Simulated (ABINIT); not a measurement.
# A GW chain in ABINIT: LiNbO3 (R3c)

Wanted: ground state, empty states, screening and self-energy for LiNbO3 (R3c).

Method: PBE and many-body steps on it, plane waves, in ABINIT 10.8.3.

## 1. Starting point

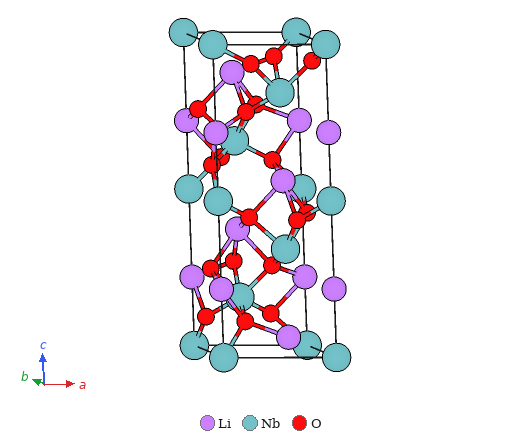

Start, viewed slightly off an axis; lithium purple, niobium teal, oxygen red. This picture shows the conventional cell, with its axes. Bonds to atoms that aren't drawn are left out. Some periodic images of atoms are drawn too.

The cell and positions come from the Crystallography Open Database and are kept as given unless a step says otherwise.

## 2. Ground state

This step: ABINIT 10.8.3; DFT, PBE with spin-orbit coupling, plane waves, norm-conserving pseudopotentials.

The ground-state density comes first.

File run.abi:

```
acell 3*1.0 Angstrom
rprim 
  2.575800000019 1.487138823389 4.623000000000
  -2.575800000018 1.487138823389 4.623000000000
  0.000000000000 -2.974277646779 4.623000000000
ntypat 3
znucl 3 41 8
natom 10
typat 1 1 2 2 3 3 3 3 3 3
xred 
  0.281500000000 0.281500000000 0.281500000000
  0.781500000000 0.781500000000 0.781500000000
  0.000055000000 0.000055000000 0.000055000000
  0.500055000000 0.500055000000 0.500055000000
  0.112310000000 0.358360000000 0.719590000000
  0.719590000000 0.112310000000 0.358360000000
  0.358360000000 0.719590000000 0.112310000000
  0.219590000000 0.858360000000 0.612310000000
  0.858360000000 0.612310000000 0.219590000000
  0.612310000000 0.219590000000 0.858360000000
pp_dirpath "pseudos"
pseudos "Li.upf, Nb.upf, O.upf"
ecut 37
nspinor 2
ngkpt 4 4 4
nshiftk 1
shiftk 0 0 0
kptopt 1
chksymbreak 0
nband 86
occopt 1
tolvrs 1e-08
nstep 60
prtwf 0
optforces 0
optstress 0
indata_prefix "in"
outdata_prefix "out"
tmpdata_prefix "tmp"
```

Command:

```console
OMP_NUM_THREADS=1 mpirun -n 4 abinit run.abi > log
```

Numbers of over 12 decimals in the logs are rounded to 6 here.

The program printed:

```text
.Version 10.8.3 of ABINIT. v10.8.2 released Aug 2026.

 Symmetries : space group R3 c (#161); Bravais hR (rhombohedral)
================================================================================
 Values of the parameters that define the memory need of the present run
     intxc =       0    ionmov =       0      iscf =       7    lmnmax =      15
     lnmax =      15     mgfft =      60  mpssoang =       5    mqgrid =    3001
     natom =      10  nloc_mem =       1    nspden =       1   nspinor =       2
    nsppol =       1      nsym =       6    n1xccc =    2501    ntypat =       3
    occopt =       1   xclevel =       2
-    mband =          86        mffmem =           1         mkmem =           4
       mpw =        7739          nfft =      216000          nkpt =          13
================================================================================
  Rough estimation (10% accuracy) of disk space for files :
================================================================================

--------------------------------------------------------------------------------
------------- Echo of variables that govern the present computation ------------
--------------------------------------------------------------------------------
 -outvars: echo values of preprocessed input variables --------
            acell      1.8897261259E+00  1.8897261259E+00  1.8897261259E+00 Bohr

      chksymbreak           0
             ecut      3.70000000E+01 Hartree
-          fftalg         312

              ixc     -101130
              kpt      0.00000000E+00  0.00000000E+00  0.00000000E+00
                       2.50000000E-01  0.00000000E+00  0.00000000E+00
                       5.00000000E-01  0.00000000E+00  0.00000000E+00
                       2.50000000E-01  2.50000000E-01  0.00000000E+00
                       5.00000000E-01  2.50000000E-01  0.00000000E+00
                      -2.50000000E-01  2.50000000E-01  0.00000000E+00
                       5.00000000E-01  5.00000000E-01  0.00000000E+00
                       2.50000000E-01  2.50000000E-01  2.50000000E-01
                       5.00000000E-01  2.50000000E-01  2.50000000E-01
                      -2.50000000E-01  2.50000000E-01  2.50000000E-01
                       5.00000000E-01  5.00000000E-01  2.50000000E-01
[...]
kptrlatt        4    0    0      0    4    0      0    0    4
          kptrlen      3.89404524E+01
P           mkmem           4
            natom          10
            nband          86
            ngfft          60      60      60
             nkpt          13
          nspinor           2
            nstep          60
             nsym           6
           ntypat           3
              occ      1.000000  1.000000  1.000000  1.000000  1.000000  1.000000
                       1.000000  1.000000  1.000000  1.000000  1.000000  1.000000
                       1.000000  1.000000  1.000000  1.000000  1.000000  1.000000
                       1.000000  1.000000  1.000000  1.000000  1.000000  1.000000
                       1.000000  1.000000  1.000000  1.000000  1.000000  1.000000
                       1.000000  1.000000  1.000000  1.000000  1.000000  1.000000
                       1.000000  1.000000  1.000000  1.000000  1.000000  1.000000
                       1.000000  1.000000  1.000000  1.000000  1.000000  1.000000
                       1.000000  1.000000  1.000000  1.000000  1.000000  1.000000
                       1.000000  1.000000  1.000000  1.000000  1.000000  1.000000
                       1.000000  1.000000  1.000000  1.000000  1.000000  1.000000
                       1.000000  1.000000  0.000000  0.000000  0.000000  0.000000
                       0.000000  0.000000  0.000000  0.000000  0.000000  0.000000
                       0.000000  0.000000  0.000000  0.000000  0.000000  0.000000
                       0.000000  0.000000
        optforces           0
        optstress           0
            prtwf           0
            rprim      2.5758000000E+00  1.4871388234E+00  4.6230000000E+00
[...]
spgroup         161

           tolvrs      1.00000000E-08

             xred      2.8150000000E-01  2.8150000000E-01  2.8150000000E-01
[...]
znucl        3.00000   41.00000    8.00000

================================================================================

 chkinp: Checking input parameters for consistency.

================================================================================
== DATASET  1 ==================================================================
-   mpi_nproc: 4, omp_nthreads: 1 (-1 if OMP is not activated)

--- !DatasetInfo
iteration_state: {dtset: 1, }
dimensions: {natom: 10, nkpt: 13, mband: 86, nsppol: 1, nspinor: 2, nspden: 1, mpw: 7739, }
cutoff_energies: {ecut:  37.0, pawecutdg:  -1.0, }
electrons: {nelect:   6.80000000E+01, charge:   0.00000000E+00, occopt:   1.00000000E+00, tsmear:   1.00000000E-02, }

 Real(R)+Recip(G) space primitive vectors, cartesian coordinates (Bohr,Bohr^-1):
 R(1)=  4.8675566  2.8102851  8.7362039  G(1)=  0.1027209  0.0593060  0.0381554
 R(2)= -4.8675566  2.8102851  8.7362039  G(2)= -0.1027209  0.0593060  0.0381554
 R(3)=  0.0000000 -5.6205702  8.7362039  G(3)=  0.0000000 -0.1186119  0.0381554
 Unit cell volume ucvol=  7.1702681E+02 bohr^3
[...]
--------------------------------------------------------------------------------

_setup2: Arith. and geom. avg. npw (full set) are    7708.203    7708.194

================================================================================

--- !BeginCycle
iteration_state: {dtset: 1, }
solver: {iscf: 7, nstep: 60, nline: 4, wfoptalg: 0, }
tolerances: {tolvrs: 1.00E-08, }

     iter   Etot(hartree)      deltaE(h)  residm     vres2
 ETOT  1  -237.22710540434    -2.372E+02 8.353E-02 7.489E+03
 ETOT  2  -232.72836510083     4.499E+00 7.420E-02 2.955E+04
 ETOT  3  -238.54358339350    -5.815E+00 2.670E-02 9.738E+02
 ETOT  4  -238.59834624766    -5.476E-02 2.328E-02 5.972E+02
 ETOT  5  -238.63829521034    -3.995E-02 2.924E-03 1.814E+02
 ETOT  6  -238.66866545366    -3.037E-02 8.144E-03 3.000E+00
 ETOT  7  -238.66910362879    -4.382E-04 2.073E-03 3.435E-01
 ETOT  8  -238.66916652667    -6.290E-05 1.598E-03 1.757E-02
 ETOT  9  -238.66916793839    -1.412E-06 6.907E-04 6.385E-04
 ETOT 10  -238.66916807190    -1.335E-07 1.424E-03 8.192E-05
 ETOT 11  -238.66916807859    -6.688E-09 8.731E-04 7.729E-06
 ETOT 12  -238.66916807982    -1.231E-09 1.223E-03 6.094E-08
 ETOT 13  -238.66916807983    -4.803E-12 5.438E-04 4.344E-10

 At SCF step   13       vres2   =  4.34E-10 < tolvrs=  1.00E-08 =>converged.

--- !ResultsGS
iteration_state: {dtset: 1, }
comment   : Summary of ground state results
lattice_vectors:
- [  4.8675566,   2.8102851,   8.7362039, ]
- [ -4.8675566,   2.8102851,   8.7362039, ]
- [  0.0000000,  -5.6205702,   8.7362039, ]
lattice_lengths: [  10.38807,   10.38807,   10.38807, ]
lattice_angles: [ 55.883,  55.883,  55.883, ] # degrees, (23, 13, 12)
lattice_volume:   7.1702681E+02
convergence: {deltae: -4.803E-12, res2:  4.344E-10, residm:  5.438E-04, diffor:  0.000E+00, }
etotal    :  -2.38669168E+02
entropy   :   0.00000000E+00
fermie    :   1.64848407E-01
cartesian_stress_tensor: null
pressure_GPa: null
xred      :
- [  2.8150E-01,   2.8150E-01,   2.8150E-01, Li]
- [  7.8150E-01,   7.8150E-01,   7.8150E-01, Li]
- [  5.5000E-05,   5.5000E-05,   5.5000E-05, Nb]
- [  5.0006E-01,   5.0005E-01,   5.0005E-01, Nb]
- [  1.1231E-01,   3.5836E-01,   7.1959E-01,  O]
- [  7.1959E-01,   1.1231E-01,   3.5836E-01,  O]
- [  3.5836E-01,   7.1959E-01,   1.1231E-01,  O]
- [  2.1959E-01,   8.5836E-01,   6.1231E-01,  O]
- [  8.5836E-01,   6.1231E-01,   2.1959E-01,  O]
- [  6.1231E-01,   2.1959E-01,   8.5836E-01,  O]
cartesian_forces: null
force_length_stats: {min: null, max: null, mean: null, }

 Integrated electronic density in atomic spheres:
 ------------------------------------------------
 Atom  Sphere_radius  Integrated_density
[...]
================================================================================

 ----iterations are completed or convergence reached----

 Mean square residual over all n,k,spin=   10.256E-07; max=  54.380E-05
 reduced coordinates (array xred) for   10 atoms
[...]
0.719590000000      0.112310000000      0.358360000000
       0.358360000000      0.719590000000      0.112310000000
       0.219590000000      0.858360000000      0.612310000000
       0.858360000000      0.612310000000      0.219590000000
       0.612310000000      0.219590000000      0.858360000000
 rms dE/dt=  0.0000E+00; max dE/dt=  0.0000E+00; dE/dt below (all hartree)
    1       0.000000000000      0.000000000000      0.000000000000
    2       0.000000000000      0.000000000000      0.000000000000
    3       0.000000000000      0.000000000000      0.000000000000
    4       0.000000000000      0.000000000000      0.000000000000
    5       0.000000000000      0.000000000000      0.000000000000
    6       0.000000000000      0.000000000000      0.000000000000
    7       0.000000000000      0.000000000000      0.000000000000
    8       0.000000000000      0.000000000000      0.000000000000
[...]
cartesian coordinates (angstrom) at end:
[...]
6      1.564232     0.171289     5.502572
    7     -0.930456     1.269020     5.502572
    8     -1.645344    -0.218119     7.814072
    9      0.633776     1.533969     7.814072
   10      1.011568    -1.315850     7.814072
 length scales=  1.889726125908  1.889726125908  1.889726125908 bohr
              =  1.000000000000  1.000000000000  1.000000000000 angstroms
 prteigrs : about to open file out_EIG
 Fermi (or HOMO) energy (hartree) =   0.16485   Average Vxc (hartree)=  -0.40111
 Eigenvalues (hartree) for nkpt=  13  k points:
 kpt#   1, nband= 86, wtk=  0.01563, kpt=  0.0000  0.0000  0.0000 (reduced coord)
  -1.82286   -1.82286   -1.82230   -1.82230   -1.39944   -1.39944   -1.39934   -1.39934
  -1.00364   -1.00364   -0.99888   -0.99888   -0.93044   -0.93044   -0.92817   -0.92817
  -0.92388   -0.92388   -0.92100   -0.92100   -0.45634   -0.45634   -0.43216   -0.43216
  -0.43156   -0.43156   -0.39963   -0.39963   -0.39172   -0.39172   -0.38833   -0.38833
   0.00199    0.00199    0.00236    0.00236    0.00988    0.00988    0.01169    0.01169
   0.01247    0.01247    0.04505    0.04505    0.08534    0.08534    0.09005    0.09005
   0.09292    0.09292    0.12024    0.12024    0.13191    0.13191    0.13205    0.13205
   0.13908    0.13908    0.13921    0.13921    0.13949    0.13949    0.14716    0.14716
   0.16421    0.16421    0.16485    0.16485    0.29693    0.29693    0.29792    0.29792
   0.31490    0.31490    0.35416    0.35416    0.35641    0.35641    0.36272    0.36272
   0.43399    0.43399    0.44841    0.44841    0.44913    0.44913
 prteigrs : prtvol=0 or 1, do not print more k-points.

--- !EnergyTerms
iteration_state     : {dtset: 1, }
comment             : Components of total free energy in Hartree
kinetic             :  1.12793347624542E+02
hartree             :  5.27125058047994E+01
xc                  : -5.46692368996079E+01
Ewald energy        : -1.64413318982960E+02
psp_core            :  7.02774259402870E+00
local_psp           : -1.83178521682264E+02
non_local_psp       : -8.94168653836367E+00
total_energy        : -2.38669168079827E+02
total_energy_eV     : -6.49451891762712E+03
band_energy         : -2.61258688301719E+01

== END DATASET(S) ==============================================================
================================================================================

 -outvars: echo values of variables after computation  --------
           etotal     -2.3866916808E+02
            nband          86
             nkpt          13
          spgroup         161
 [... the other variables as echoed above ...]

 Calculation completed.
```

Run time: 10 min. Hardware: 4 MPI ranks of Arm Neoverse V1, shared host; peak memory 0.78 GiB.

This step gave:

- total energy: -6494.5189 eV
- gap: 3.578 eV
- k of the valence top: 0, 0, 0
- k of the conduction bottom: 0.5, 0.25, 0
- least direct gap: 3.594 eV

The gap is indirect, with the least direct gap 0.016 eV higher.

[end of part 1 of 3]

[Paths, hosts, dates, memory and timing lines, banners, echoed tables and standing remarks are left out of the program output.]

[Logs are printed without paths, hosts, clocks, repeated set-up lines and the standing remarks that a program may print on its own settings, such as how far it seeks lower states.]

[Runs of the session that timed out or met a known fault of the program may be left out.]

[Hosts, paths, dates, database ids (printed as entryN), source tags and the programs' standing remarks are cut or masked in the printed files.]

[G0W0 gaps are taken among the corrected bands and points alone; a level outside them can change the order at an edge.]

[Where Ansatz stands beside ABINIT at settings called matched, ABINIT's density can come from a denser mesh and the files from another edition; pairs whose starting gaps differed by over 0.03 eV were left out, so agreement reads better than it is.]
